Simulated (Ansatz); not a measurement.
# BH2O (SMILES B[O]) at UPBE/STO-3G

Aim: the vertical doublet–quartet gap of BH2O at UPBE/STO-3G, from 2 runs. 

Program for the calculation: Ansatz 0.2.0.

55 further runs of the same task are left out: 55 set aside as unsound or not needed.

## 1. The system as given

BH2O has 4 atoms, charge 0, and is taken as a doublet. As SMILES, `B[O]`. The coordinates come from a PBE0-D4/def2-TZVP relaxation.

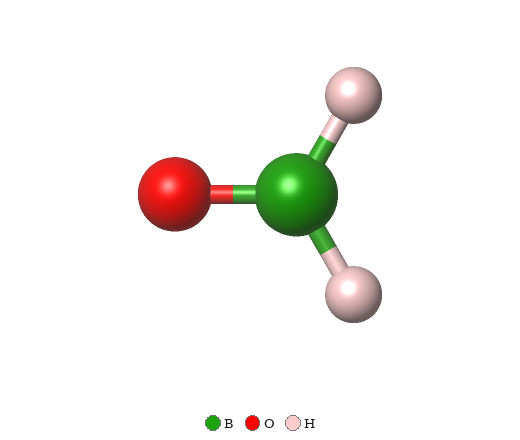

The structure, seen from a chosen angle (boron green, oxygen red, hydrogen pink).

## 2. The energy at UPBE/STO-3G

File molecule.yaml:

```yaml
crystal:
  periodic: [false, false, false]
  atoms:
    - {symbol: B, position_ang: [-0.001100, -0.010300, -0.015100]}
    - {symbol: O, position_ang: [1.025300, -0.340800, 0.676900]}
    - {symbol: H, position_ang: [-1.052600, -0.587700, 0.151600]}
    - {symbol: H, position_ang: [0.083900, 0.878500, -0.833600]}
basis:
  gaussian: {orbitals: STO-3G}
magnetization: {spin_polarized: true, initial_magnetization: 1}
hamiltonian: {xc: pbe}
accuracy: high
```

The run is started by

```bash
ansatz run molecule.yaml --threads 1 --pin off --max-ram 2610MiB --events-out events.jsonl --progress --plain --runs-dir runs
```

Output:

```text
Warning: RAYON_NUM_THREADS=1 ignored (pool sized by the plan → 1); use --threads N
Functional definition: PBE
  name "PBE"
  parameter kappa = 0.804
  parameter beta = 0.06672455060314922
  exchange = pbe_x(kappa = kappa, mu = beta*pi^2/3)
  correlation = pbe_c(beta = beta)
187 factors; integrals over basis functions are off by at most 2.1e-8 eV
mean field evaluation 1: about -2714.9694 eV, gradient 3.6e0 eV
mean field evaluation 2: about -2714.9995 eV, gradient 3.3e0 eV
mean field evaluation 4: about -2715.0630 eV, gradient 6.4e-1 eV
mean field evaluation 8: about -2715.0164 eV, gradient 1.8e-3 eV
mean field evaluation 16: about -2715.0164 eV, gradient 2.6e-7 eV
mean field -2715.01644814 eV, -99.7750141650 hartree, gradient 3.0e-8 eV, S^2 0.754938; 0 other end points of the search recorded, 0 dependent functions left out
reference -2715.01644953 eV, -99.7750142160 hartree; 8, 7 occupied and 4, 5 virtual orbitals, 187 factors
Total energy: -2715.01644953 eV, -99.7750142160 hartree
```

It took 0.8 s on 1 thread of Arm Neoverse V2, shared host; peak memory 0.1 GiB.

## 3. The quartet at the same level

File job.yaml:

```yaml
crystal:
  periodic: [false, false, false]
  atoms:
    - symbol: B
      position_ang: [-0.001100, -0.010300, -0.015100]
    - symbol: O
      position_ang: [1.025300, -0.340800, 0.676900]
    - symbol: H
      position_ang: [-1.052600, -0.587700, 0.151600]
    - symbol: H
      position_ang: [0.083900, 0.878500, -0.833600]
basis:
  gaussian: {orbitals: STO-3G}
magnetization: {spin_polarized: true, initial_magnetization: 3}
accuracy: high
hamiltonian: {xc: {name: PBE}}
```

The run is started by

```bash
ansatz run job.yaml --threads 1 --pin off --max-ram 2610MiB --events-out events.jsonl --progress --plain --runs-dir runs
```

Output, shortened:

```text
Warning: RAYON_NUM_THREADS=1 ignored (pool sized by the plan → 1); use --threads N
[... 6 set-up lines as earlier in the session ...]
187 factors; integrals over basis functions are off by at most 2.1e-8 eV
mean field evaluation 1: about -2706.2774 eV, gradient 1.3e1 eV
mean field evaluation 2: about -2687.5980 eV, gradient 4.0e1 eV
mean field evaluation 4: about -2707.6060 eV, gradient 4.1e-1 eV
mean field evaluation 8: about -2707.5725 eV, gradient 8.4e-3 eV
mean field evaluation 16: about -2707.5725 eV, gradient 3.4e-8 eV
mean field -2707.57253508 eV, -99.5014554054 hartree, gradient 3.3e-8 eV, S^2 3.751282; 3 other end points of the search recorded, 0 dependent functions left out
reference -2707.57253651 eV, -99.5014554580 hartree; 9, 6 occupied and 3, 6 virtual orbitals, 187 factors
Total energy: -2707.57253651 eV, -99.5014554580 hartree
```

Wall time 1.2 s (1 thread of Arm Neoverse V2, shared host); peak memory 0.1 GiB.

## 4. Results

Level: UPBE/STO-3G.

```
                                        quantity         value
                           doublet: total energy  -99.77501 Eh
                                   doublet: ⟨S²⟩         0.755
                           quartet: total energy  -99.50146 Eh
                                   quartet: ⟨S²⟩         3.751
vertical energy of the quartet above the doublet      7.444 eV
```

What this shows: At this shape the quartet lies 7.44 eV (718 kJ/mol) above the doublet. In a minimal basis such a difference can be off by several eV, whatever the method.
